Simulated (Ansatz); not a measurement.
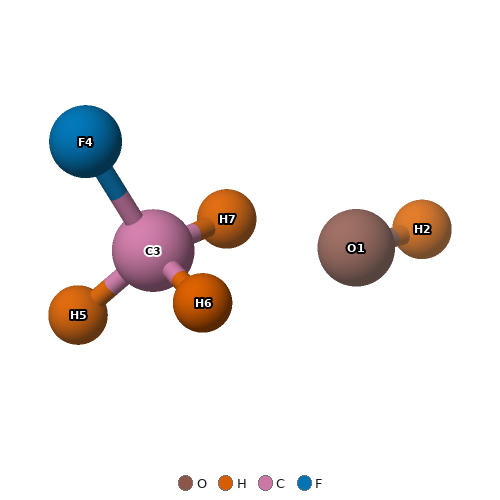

The system is the pair HO···CH₃F, charge −1; the picture shows the reference structure. The turn is about an axis along (−0.04, −0.99, 0.13) in the frame of the relaxed pair, normal to the line between the partners. Coordinates scanned: (1) distance H7···O1; (2) turn of O1, H2 about H7. The grid has 15 × 15 points. Energies are in kJ/mol, from the ion and the molecule far apart, frozen as in the relaxed pair, each in its own basis (no counterpoise correction). Level of theory: Ansatz 0.2.0, RKS CAM-B3LYP-D4/def2-SVPD.

Its coordinates:

| atom | x (Å) | y (Å) | z (Å) |
| --- | --- | --- | --- |
| O | 0.1798 | -0.2596 | -1.9357 |
| H | 0.4705 | -0.3903 | -2.8433 |
| C | -0.1718 | 0.1242 | 0.8978 |
| F | 0.8243 | 0.2119 | 1.8978 |
| H | -0.7461 | 1.0611 | 0.9317 |
| H | -0.8223 | -0.7213 | 1.1639 |
| H | 0.2659 | -0.0260 | -0.1122 |

Range: distance H7···O1 from 1.546 to 2.946 Å; turn of O1, H2 about H7 from −60.0 to 60.0°.

**Predict the map.**

The lowest grid point is at distance H7···O1 = 1.877 Å, turn of O1, H2 about H7 = 0.0°, −64.8 kJ/mol from the ion and the molecule far apart, frozen as in the relaxed pair, each in its own basis (no counterpoise correction). The highest grid point, distance H7···O1 = 1.546 Å, turn of O1, H2 about H7 = −60.0°, lies 121.1 kJ/mol above the lowest.

```
turn of O1, H2 about H7 ↓, distance H7···O1 →  1.546  1.581  1.638  1.708  1.788  1.877  1.973  2.076  2.185  2.300  2.420  2.545  2.674  2.808  2.946
                                         60.0  −25.4  −29.4  −34.4  −38.6  −41.3  −42.5  −42.2  −40.7  −38.4  −35.5  −32.3  −29.0  −25.7  −22.6  −19.8
                                         51.4  −35.5  −38.9  −43.1  −46.5  −48.4  −48.8  −47.9  −45.9  −43.2  −39.9  −36.5  −33.0  −29.6  −26.3  −23.3
                                         42.9  −43.1  −46.1  −49.8  −52.5  −53.9  −53.8  −52.5  −50.1  −47.1  −43.6  −40.0  −36.4  −32.8  −29.4  −26.3
                                         34.3  −48.7  −51.5  −54.8  −57.1  −58.2  −57.8  −56.2  −53.6  −50.4  −46.8  −43.0  −39.2  −35.6  −32.1  −28.9
                                         25.7  −52.3  −55.0  −58.2  −60.5  −61.3  −60.8  −59.1  −56.4  −53.1  −49.3  −45.5  −41.6  −37.9  −34.4  −31.1
                                         17.1  −54.2  −56.9  −60.2  −62.5  −63.4  −63.0  −61.3  −58.6  −55.2  −51.5  −47.6  −43.7  −39.9  −36.3  −33.0
                                          8.6  −54.3  −57.2  −60.7  −63.3  −64.5  −64.3  −62.8  −60.2  −56.9  −53.2  −49.3  −45.4  −41.6  −38.0  −34.6
                                          0.0  −52.6  −55.9  −59.9  −63.0  −64.7  −64.8  −63.6  −61.3  −58.3  −54.7  −50.8  −46.9  −43.1  −39.5  −36.1
                                         −8.6  −49.2  −53.0  −57.7  −61.6  −63.9  −64.7  −64.0  −62.1  −59.3  −55.9  −52.2  −48.4  −44.6  −41.0  −37.5
                                        −17.1  −43.7  −48.3  −54.1  −59.0  −62.3  −63.9  −63.9  −62.5  −60.1  −57.1  −53.6  −49.9  −46.1  −42.5  −39.0
                                        −25.7  −35.9  −41.4  −48.7  −55.1  −59.8  −62.5  −63.4  −62.8  −60.9  −58.2  −55.0  −51.4  −47.8  −44.2  −40.7
                                        −34.3  −24.6  −31.5  −40.8  −49.2  −55.8  −60.2  −62.4  −62.8  −61.7  −59.5  −56.6  −53.3  −49.7  −46.2  −42.7
                                        −42.9   −8.1  −16.9  −29.0  −40.3  −49.6  −56.4  −60.5  −62.3  −62.3  −60.9  −58.5  −55.5  −52.1  −48.5  −45.0
                                        −51.4   16.9    5.4  −10.5  −26.0  −39.2  −49.4  −56.5  −60.6  −62.3  −62.1  −60.5  −58.0  −54.9  −51.4  −47.9
                                        −60.0   56.2   41.2   19.9   −1.5  −20.5  −36.1  −47.7  −55.6  −60.3  −62.2  −62.1  −60.5  −57.9  −54.8  −51.3
```

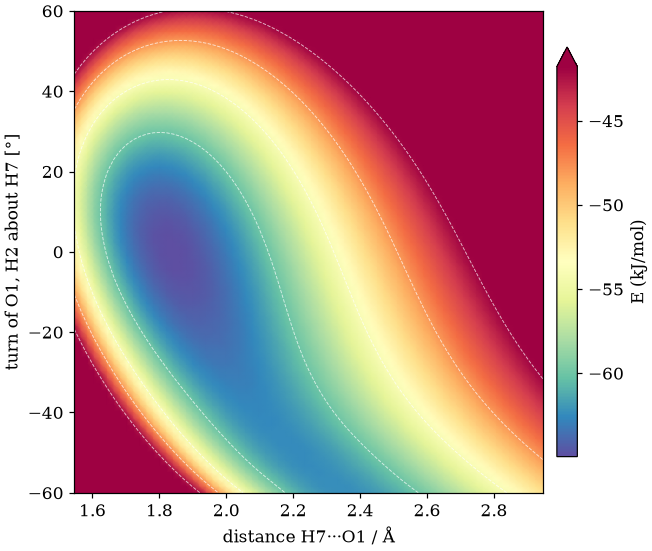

In the figure: a smooth colour map with a few white contour lines, one colour for all values above the top of the scale. Between grid points the surface is interpolated.

Time for the 225 points that were run: 11 min on 1 thread of Arm Neoverse V1 (shared host).
